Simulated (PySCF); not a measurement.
**C2H11FN2Si2: density, localisation and related maps**

```xyz
18

N    -2.3343    1.8831    0.4004
Si   -1.7849    0.2632    0.2649
F    -1.1717   -0.0320    1.7361
N    -0.6784    0.2693   -1.0358
C     0.0426   -0.8998   -1.4779
C     1.1903   -1.3005   -0.5476
Si    2.4912    0.0646   -0.3070
H    -2.8135    2.1373    1.2477
H    -2.7803    2.3103   -0.3923
H    -2.7216   -0.8355    0.0783
H    -0.1500    1.1155   -1.1850
H     0.4337   -0.7120   -2.4839
H    -0.6766   -1.7219   -1.5449
H     0.7665   -1.5686    0.4213
H     1.6608   -2.2012   -0.9472
H     1.9617    1.1807    0.4766
H     3.6511   -0.5061    0.3823
H     2.9047    0.5598   -1.6271
```

Geometry: GFN2-xTB.

Computed with PBE0/pcSseg-1, SCF density, gas phase, non-relativistic (PySCF).

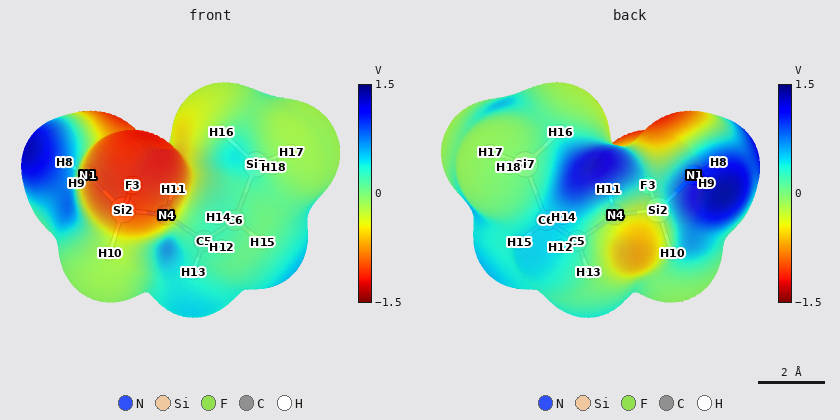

Figure 1. The electrostatic potential painted on the density surface at 0.001 e/bohr³, seen from the front and from behind; the colour scale runs from red (negative) to blue (positive).

Question: Which sites attract a positive test charge, and which a negative one?

Answer: A positive charge is drawn to the negative regions and a negative charge to the positive ones. The most negative region (about −1.2 V) lies over F3, the most positive (about +1.4 V) over H8 and H9.

Question: How polar is the molecule by this calculation?

Answer: Its dipole moment is 1.95 D.

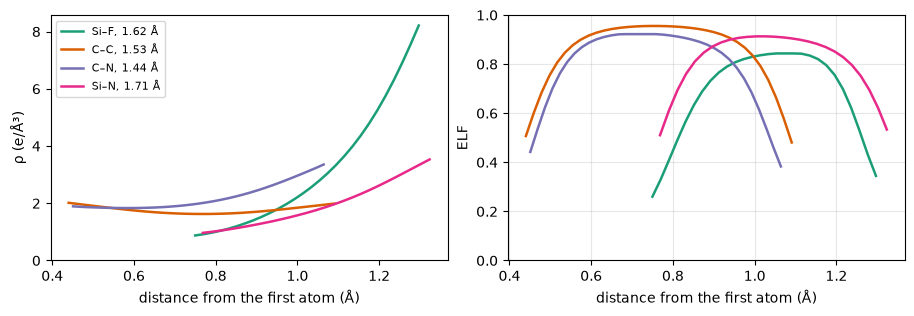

Figure 2. Electron density and ELF along straight lines between neighbouring atoms. The curves leave out the atomic cores.

Question: Compare the contacts.

Answer: Si–F (1.62 Å): the density is about 1 e/Å³ at the midpoint; the ELF peaks at about 0.85 in the valence shell of F, 0.6 Å from its nucleus, and is about 0.50 at the midpoint.
C–C (1.53 Å): the density is about 1.6 e/Å³ at the midpoint; the ELF peaks at about 0.95 between the atoms (localised, covalent bonding).
C–N (1.44 Å): ρ is about 1.9 e/Å³ halfway; the ELF peaks at about 0.90 between the atoms (localised, covalent bonding).
Si–N (1.71 Å): ρ at the midpoint is about 1.1 e/Å³; the ELF peaks at about 0.90 between the atoms, as expected for a polar covalent bond.
